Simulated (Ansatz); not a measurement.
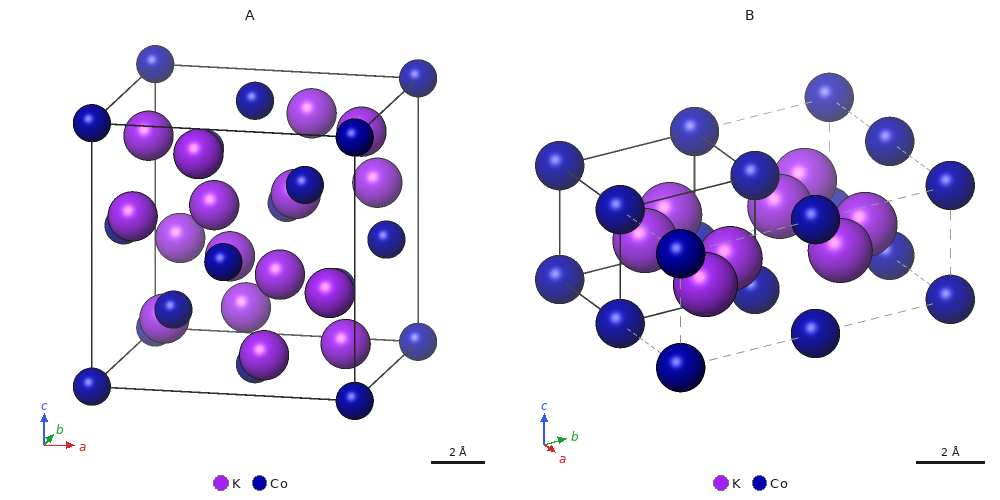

Two structures of K2Co, each relaxed to rest (conventional cells in solid outline, small ones repeated, not to one scale). Method: Ansatz, DFT PBE, scalar-relativistic, plane waves, PAW, with collinear spins.

### What are the two structures?

A: cubic Laves phase (C15, MgCu₂ type), Fd-3m. B: AlB₂ type, P6/mmm.

### A or B: which is lower in energy?

B is lower, by 194 meV/atom at this level of theory (energies at zero smearing). Volumes: A 45.7, B 34.6 Å³/atom.

One or both may be structure types tried for this composition rather than known phases.
